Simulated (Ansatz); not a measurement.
A series of calculations on O

## 1. Relaxation

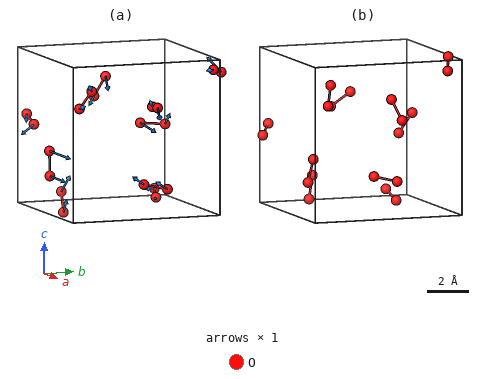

The structure of an amorphous cell of composition O before (left) and after (right) a relaxation, at one scale. The blue arrows give the displacements, at their true length.

A ball-and-stick model of the cell of the calculation, seen slightly off an axis.

The cell holds 10 O2. The run prepares the start of a later molecular dynamics calculation, from a guessed geometry.

All numbers below come from DFT PBE-D3(BJ), scalar-relativistic, plane waves, PAW (Ansatz).

Input
```yaml
accuracy: low
crystal:
  lattice:
    - [7.77498, 0.0, 0.0]
    - [0.0, 7.77498, 0.0]
    - [0.0, 0.0, 7.77498]
  atoms:
    - { symbol: O, position: [0.491375, 0.0302624, 0.394846], spin: 1.0 }
    - { symbol: O, position: [0.4998089, 0.0305073, 0.2348162], spin: 1.0 }
    - { symbol: O, position: [0.5268285, 0.7416775, 0.065783], spin: 1.0 }
    - { symbol: O, position: [0.3772557, 0.786871, 0.1013672], spin: 1.0 }
    - { symbol: O, position: [1.0580437, 0.5533439, 0.7204787], spin: 1.0 }
    - { symbol: O, position: [0.9001289, 0.5769509, 0.7068281], spin: 1.0 }
    - { symbol: O, position: [0.3914468, 0.4495771, 0.8418629], spin: 1.0 }
    - { symbol: O, position: [0.3214534, 0.397437, 0.7074641], spin: 1.0 }
    - { symbol: O, position: [0.6393656, 0.2627432, 0.7855133], spin: 1.0 }
    - { symbol: O, position: [0.7049719, 0.1545247, 0.6872013], spin: 1.0 }
    - { symbol: O, position: [1.0291412, 0.9443643, 0.942554], spin: 1.0 }
    - { symbol: O, position: [0.9077597, 1.0426712, 0.9067355], spin: 1.0 }
    - { symbol: O, position: [0.0582315, 0.0387428, 0.5762836], spin: 1.0 }
    - { symbol: O, position: [0.2111813, 0.0305677, 0.5291644], spin: 1.0 }
    - { symbol: O, position: [0.8685169, 0.5319249, 0.2036403], spin: 1.0 }
    - { symbol: O, position: [0.8803243, 0.6875032, 0.1670799], spin: 1.0 }
    - { symbol: O, position: [0.1793595, 0.2426014, -0.0517694], spin: 1.0 }
    - { symbol: O, position: [0.0744468, 0.2684529, 0.0665765], spin: 1.0 }
    - { symbol: O, position: [0.6045495, 0.7748622, 0.5465971], spin: 1.0 }
    - { symbol: O, position: [0.5714107, 0.6184468, 0.5574012], spin: 1.0 }
magnetization:
  spin_polarized: true
basis:
  ecutwfc: 420.0
kpoints:
  mp_grid: { grid: [1, 1, 1] }
hamiltonian:
  xc: pbe
  dispersion: d3bj
scf:
  occupations: { method: fermi_dirac, width: 0.02 }
  lower_state_search: "off"
relax:
  f_tol: 0.3
  max_steps: 15
  adjacent_minimum: "off"
output:
  write_density: true
  write_potential: true
  elf: true
  volumetric_format: npy
```

Run as
```bash
ansatz run input.yaml --threads 1 --pin off --max-ram 3072MiB --backend cpu --events-out ev --progress --plain --runs-dir out
```

**Describe what moved and what it gained.**

O1 moves most: 1.17 Å along [2 3 −1]. The cell doesn't change. Near-neighbour distances that change, for instance: O11–O12 1.246 → 1.218 Å. The energy falls by 88.1 meV per atom in 11 accepted moves (15 points after the start). The largest force component goes from 2.2 to 0.046 eV/Å. The line search rejected the trial step at point 11 of the run. 3 steps only repeated the SCF at the same geometry. The forces were under the threshold at step 6, but the run went on from there.

Limits of the set-up: the program's low-accuracy preset was used; the periodic images lie only 7.8 Å apart, so the values are limited by the cell's size.

## 2. Dynamics

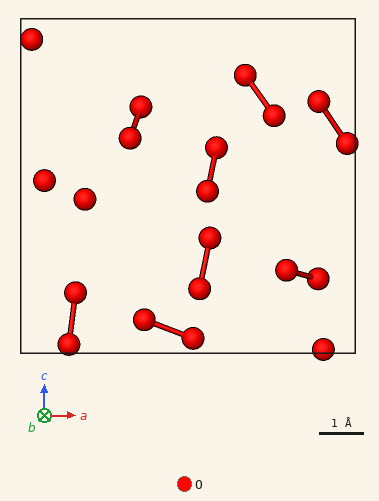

Starting frame of a dynamics run of a periodic cell with 10 O2 at 1.131 g/cm³. A ball-and-stick model of the simulation cell, seen along the b axis.

The calculation used DFT PBE-D3(BJ), scalar-relativistic, plane waves, PAW (Ansatz 0.2.0).

Input file:
```yaml
accuracy: low
crystal:
  lattice:
    - [7.77498, 0.0, 0.0]
    - [0.0, 7.77498, 0.0]
    - [0.0, 0.0, 7.77498]
  atoms:
    - { symbol: O, position: [0.56514621, 0.15136261, 0.34474544], spin: 0.56 }
    - { symbol: O, position: [0.53440472, 0.12724952, 0.19296959], spin: 0.56 }
    - { symbol: O, position: [0.51472919, 0.73408825, 0.04477483], spin: 0.56 }
    - { symbol: O, position: [0.36902303, 0.71887992, 0.10037894], spin: 0.56 }
    - { symbol: O, position: [0.97549993, 0.60109599, 0.627158], spin: 0.56 }
    - { symbol: O, position: [0.89084099, 0.56103553, 0.75276449], spin: 0.56 }
    - { symbol: O, position: [0.35887721, 0.48121404, 0.73670757], spin: 0.56 }
    - { symbol: O, position: [0.32660509, 0.35971296, 0.64325563], spin: 0.56 }
    - { symbol: O, position: [0.67095746, 0.22968819, 0.83147538], spin: 0.56 }
    - { symbol: O, position: [0.75714515, 0.18015929, 0.71035483], spin: 0.56 }
    - { symbol: O, position: [1.03268299, 0.88995843, 0.93853575], spin: 0.56 }
    - { symbol: O, position: [0.9043759, 0.94209385, 1.01169339], spin: 0.56 }
    - { symbol: O, position: [0.07065594, 0.03093094, 0.51638468], spin: 0.56 }
    - { symbol: O, position: [0.19155984, -0.05174109, 0.46068576], spin: 0.56 }
    - { symbol: O, position: [0.79442766, 0.47806513, 0.24845066], spin: 0.56 }
    - { symbol: O, position: [0.88874377, 0.60044559, 0.22270008], spin: 0.56 }
    - { symbol: O, position: [0.14365215, 0.28093374, 0.02667706], spin: 0.56 }
    - { symbol: O, position: [0.16348349, 0.29611683, 0.18134314], spin: 0.56 }
    - { symbol: O, position: [0.58479969, 0.81769437, 0.61486901], spin: 0.56 }
    - { symbol: O, position: [0.5579894, 0.73504829, 0.48449968], spin: 0.55 }
magnetization:
  spin_polarized: true
basis:
  ecutwfc: 420.0
kpoints:
  mp_grid: { grid: [1, 1, 1] }
hamiltonian:
  xc: pbe
  dispersion: d3bj
scf:
  occupations: { method: fermi_dirac, width: 0.02 }
  lower_state_search: "off"
md:
  timestep: 1
  n_steps: 140
  ensemble: nvt_langevin
  temperature: 250.0
  initial_velocities: maxwell_boltzmann
  seed: 69653
  friction: 0.02
```

Command:
```bash
ansatz run input.yaml --threads 1 --pin off --max-ram 3072MiB --backend cpu --events-out ev --progress --plain --runs-dir out
```

### Predict how the run goes.

The mean temperature in the second half is 216 K (standard deviation 25 K). The potential energy in the second half lies on average 11.2 meV per atom above the first frame. In the second half of the run the atoms are, in the root-mean-square, this far from where they began (common drift taken out): O 0.42 Å. The heavy atoms stay within a fraction of a molecule's size of their starting places; so short a run doesn't tell a liquid from a solid.

Along the run (each row but the first and the last is the mean over the interval that it begins):

```
time (fs)  potential energy (meV/atom)  T (K)
      0.0                          0.0    238
     23.0                          6.8    267
     46.0                          9.0    245
     69.0                         10.5    225
     92.0                         10.5    208
    115.0                         11.9    224
    138.0                         15.2    172
```

The paths of the atoms:

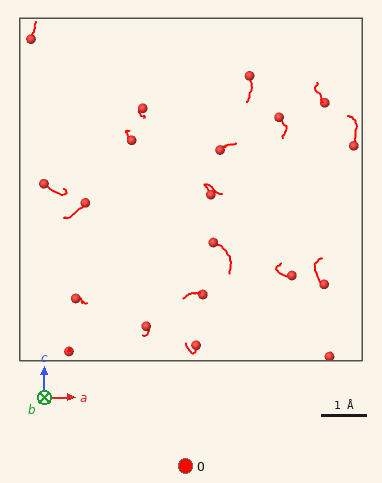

Limits of the set-up: the program's low-accuracy preset was used; the periodic images lie only 7.8 Å apart, so the values are limited by the cell's size.

## 3. Energy conservation

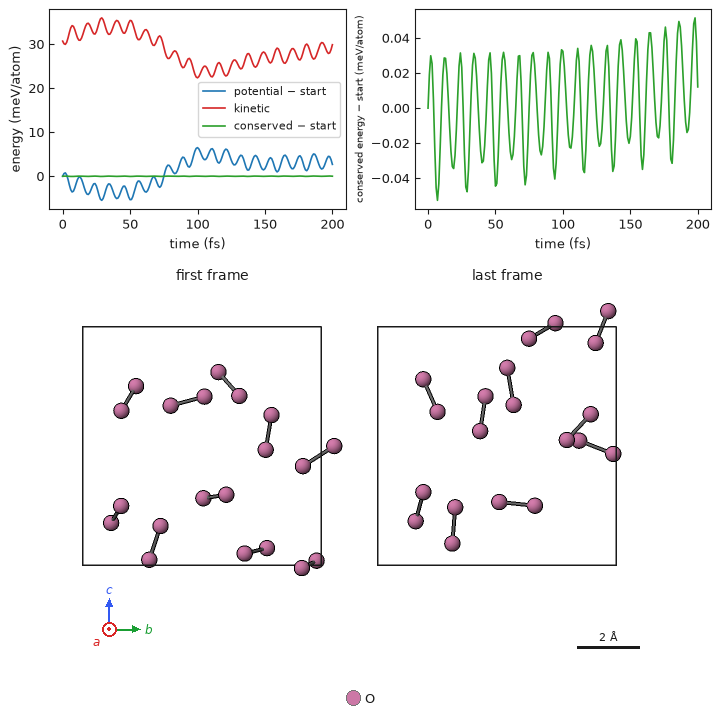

First-principles dynamics of a periodic cell with 10 O2 at 1.131 g/cm³, 200 fs long. It starts from the last geometry of an earlier run, with fresh velocities. A ball-and-stick model of the simulation cell, seen along the a axis.

Theory: Ansatz, DFT PBE-D3(BJ), scalar-relativistic, plane waves, PAW. Set-up: plane-wave cutoff 420 eV; k-point mesh 1 × 1 × 1; Fermi-Dirac smearing 0.02 eV; spin collinear; low-accuracy preset; Nosé-Hoover thermostat (NVT); set temperature 250 K; time step 1 fs; thermostat time 100.0 fs.

### Check the integration.

The conserved quantity stays between −0.053 and 0.052 meV per atom of its start. A straight-line fit has a slope that amounts to +0.022 meV per atom over 200 fs (under 0.1 % of the mean kinetic energy), and the ripple about it is 0.7 % of the kinetic energy's fluctuation. With a drift under 2 % and a ripple under 7 %, the integration is accurate. The mean temperature in the second half is 216 K (standard deviation 17 K). The potential energy in the second half lies on average 3.6 meV per atom above the first frame.

Limits of the set-up: the program's low-accuracy preset was used; the periodic images lie only 7.8 Å apart, so the values are limited by the cell's size.
